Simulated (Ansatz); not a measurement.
C2H5ClF2SSi: several calculations on one system

### Relaxation

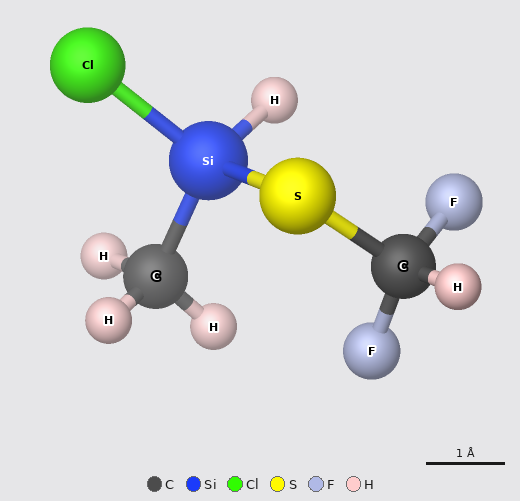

Starting structure of C2H5ClF2SSi. The picture is a ball-and-stick view, seen at a tilt.

The run prepares an end point of a later path (torsion) calculation, from a guessed geometry.

Theory: Ansatz, RKS B3LYP-D4/6-31G.

Input file:
```yaml
crystal:
  periodic: [false, false, false]
  atoms:
    - { symbol: C, position_ang: [-1.6168, 0.3091, 0.3018] }
    - { symbol: Si, position_ang: [-0.0222, 0.3577, 1.1102] }
    - { symbol: Cl, position_ang: [-0.3163, 0.1501, 3.1198] }
    - { symbol: S, position_ang: [1.2524, -1.2541, 0.424] }
    - { symbol: C, position_ang: [1.5004, -0.7559, -1.27] }
    - { symbol: F, position_ang: [0.3406, -0.6333, -1.9527] }
    - { symbol: F, position_ang: [2.1073, 0.4771, -1.2783] }
    - { symbol: H, position_ang: [-2.1403, -0.5864, 0.4163] }
    - { symbol: H, position_ang: [-1.577, 0.5543, -0.7433] }
    - { symbol: H, position_ang: [-2.3121, 1.1355, 0.724] }
    - { symbol: H, position_ang: [0.6884, 1.6423, 0.9283] }
    - { symbol: H, position_ang: [2.1724, -1.4514, -1.7461] }
basis:
  gaussian: { orbitals: "6-31G" }
hamiltonian:
  xc: b3lyp
  dispersion: d4
relax:
  f_tol: 0.015
  max_steps: 40
```

Command:
```bash
ansatz run input.yaml --threads 1 --pin off --max-ram 2048MiB --backend cpu --events-out ev --progress --plain --runs-dir out
```

**What does the optimiser find from here?**

The energy falls by 72.0 kJ/mol in 17 geometry steps. Largest force component: 3 eV/Å at the start, 0.014 eV/Å at the end. F7 moves most after the best rigid fit: 0.75 Å. Largest moves by element: F 0.75 Å, H 0.44 Å, Cl 0.36 Å, S 0.32 Å, C 0.23 Å, Si 0.17 Å. Near-neighbour distances that change, for instance: Si2–Cl3 2.042 → 2.192 Å, Si2–S4 2.166 → 2.274 Å, C1–Si2 1.788 → 1.892 Å, S4–C5 1.783 → 1.859 Å. Bond angles that change, for instance: H9–C1–H10 102.3° → 109.5°, Cl3–Si2–S4 108.7° → 103.3°, Si2–C1–H8 114.9° → 110.3°. Groups turn about Si2–S4 by about 25°. The run took roughly 60 core-seconds on a shared host.

History of the run:

```tsv
step	E − E(0), kJ/mol	largest force component, eV/Å
0	0.00	3.0345
1	-60.39	1.4352
2	-68.16	0.3358
3	-69.13	0.1312
4	-69.36	0.0375
5	-69.52	0.0399
6	-69.71	0.3205
7	-70.18	0.1614
8	-70.78	0.0879
9	-71.16	0.3282
10	-71.57	0.1197
11	-71.75	0.0567
12	-71.88	0.0342
13	-71.92	0.0695
14	-71.98	0.0484
15	-71.99	0.0212
16	-72.01	0.0083
17	-72.01	0.0140
```

The structure at the end:

```xyz
12

C    -1.5184    0.4608    0.1667
Si    0.0524    0.4538    1.2218
Cl   -0.4451   -0.1443    3.2713
S     1.5260   -1.1451    0.5547
C     1.3908   -0.8213   -1.2712
F     0.1736   -1.2941   -1.7947
F     1.4045    0.5731   -1.5318
H    -1.9826   -0.5285    0.1719
H    -1.2715    0.7255   -0.8649
H    -2.2267    1.1913    0.5712
H     0.7579    1.7639    1.3413
H     2.2159   -1.2900   -1.8023
```

The end point in the same view:

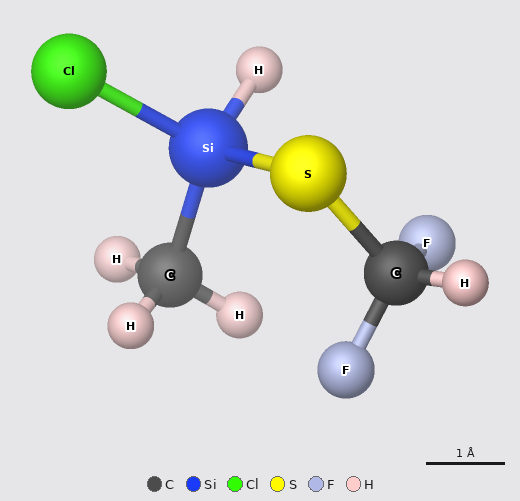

### Relaxation

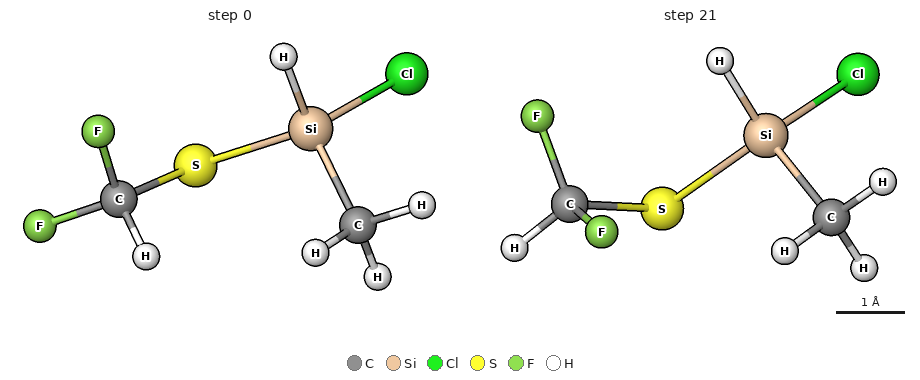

The structure of C₂H₅ClF₂SSi before (left) and after (right) a relaxation, at one scale.

A ball-and-stick model, seen from a free direction.

The run prepares an end point of a later path (torsion) calculation, from a guessed geometry.

These are results of RKS B3LYP-D4/6-31G (Ansatz), not measurements.

The input:
```yaml
crystal:
  periodic: [false, false, false]
  atoms:
    - { symbol: C, position_ang: [-1.6168, 0.3091, 0.3018] }
    - { symbol: Si, position_ang: [-0.0222, 0.3577, 1.1102] }
    - { symbol: Cl, position_ang: [-0.3163, 0.1501, 3.1198] }
    - { symbol: S, position_ang: [1.2524, -1.2541, 0.424] }
    - { symbol: C, position_ang: [1.5004, -0.7559, -1.27] }
    - { symbol: F, position_ang: [2.12478, 0.43786, -1.37647] }
    - { symbol: F, position_ang: [2.30054, -1.68767, -1.88666] }
    - { symbol: H, position_ang: [-2.1403, -0.5864, 0.4163] }
    - { symbol: H, position_ang: [-1.577, 0.5543, -0.7433] }
    - { symbol: H, position_ang: [-2.3121, 1.1355, 0.724] }
    - { symbol: H, position_ang: [0.6884, 1.6423, 0.9283] }
    - { symbol: H, position_ang: [0.55029, -0.7564, -1.77918] }
basis:
  gaussian: { orbitals: "6-31G" }
hamiltonian:
  xc: b3lyp
  dispersion: d4
relax:
  f_tol: 0.015
  max_steps: 40
```

Launched with:
```bash
ansatz run input.yaml --threads 1 --pin off --max-ram 2048MiB --backend cpu --events-out ev --progress --plain --runs-dir out
```

What changed between the two?

The atom that moves furthest after the best rigid fit is F7 (1.84 Å). By element the largest moves are F 1.84 Å, H 1.66 Å, S 0.65 Å, C 0.32 Å, Cl 0.31 Å, Si 0.13 Å. Some distances before and after: Si2–Cl3 2.042 → 2.191 Å, Si2–S4 2.166 → 2.272 Å, C1–Si2 1.788 → 1.891 Å, S4–C5 1.783 → 1.861 Å. Among the angles between lasting bonds that change: H9–C1–H10 102.3° → 109.4°, Si2–C1–H9 113.6° → 108.8°, Si2–C1–H8 114.9° → 110.4°. Groups turn about S4–C5 by about 110°, Si2–S4 by about 20°. After 21 geometry steps the energy has fallen by 21.3 kcal/mol. Largest force component: 3 eV/Å at the start, 0.0073 eV/Å at the end. The run took of the order of 80 core-seconds on a shared host.

### Path

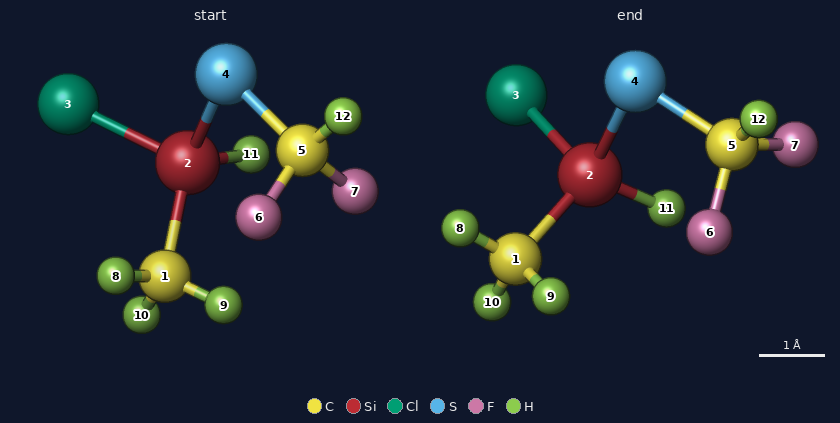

The two relaxed end points of a path for C$_{2}$H$_{5}$ClF$_{2}$SSi. Style: ball-and-stick. Shown from a free direction.

Theory: RKS B3LYP-D4/6-31G in Ansatz.

Settings: 7 movable images; climbing image; force threshold 0.05 eV/Å; iteration limit 38.

Start:
```xyz
12

C    -1.5162    0.4668    0.1700
Si    0.0556    0.4494    1.2233
Cl   -0.4422   -0.1535    3.2713
S     1.5217   -1.1534    0.5491
C     1.3860   -0.8228   -1.2755
F     0.1662   -1.2886   -1.7993
F     1.4053    0.5723   -1.5314
H    -1.9846   -0.5206    0.1723
H    -1.2693    0.7339   -0.8610
H    -2.2209    1.1988    0.5777
H     0.7668    1.7561    1.3465
H     2.2084   -1.2933   -1.8091
```

End:
```xyz
12

C    -1.8659    0.3212    0.3581
Si   -0.0902    0.3751    1.0070
Cl   -0.1376    0.2262    3.1923
S     1.0772   -1.4533    0.3321
C     1.6830   -0.7246   -1.2690
F     0.6100   -0.1145   -1.9693
F     2.6263    0.2913   -1.0523
H    -2.3657   -0.5918    0.6922
H    -1.8426    0.3319   -0.7359
H    -2.4300    1.1868    0.7187
H     0.6927    1.5945    0.6569
H     2.1197   -1.4978   -1.8968
```

What barrier does the band find between them, and by what path?

Forward barrier 0.73 kcal/mol, backward barrier 0.19 kcal/mol, with image 5 at the top; the reaction energy is +0.55 kcal/mol. The motion is a rotation about the S4–C5 bond by about 25°, with a turn of about 45° about Si2–S4. No bond forms or breaks between the ends. The band converged in 13 iterations, with a climbing image at the top.

Energies of the converged images:

| image | path (Å) | E (kcal/mol) |
| --- | --- | --- |
| 0 | 0.00 | 0.00 |
| 1 | 0.36 | 0.05 |
| 2 | 0.71 | 0.20 |
| 3 | 1.07 | 0.44 |
| 4 | 1.43 | 0.65 |
| 5 | 1.78 | 0.73 |
| 6 | 2.05 | 0.69 |
| 7 | 2.31 | 0.61 |
| 8 | 2.58 | 0.55 |

The geometry at the top of the path:

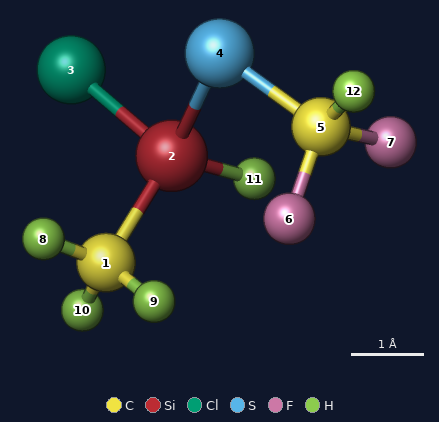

The run took about 5 core-minutes on a shared host.
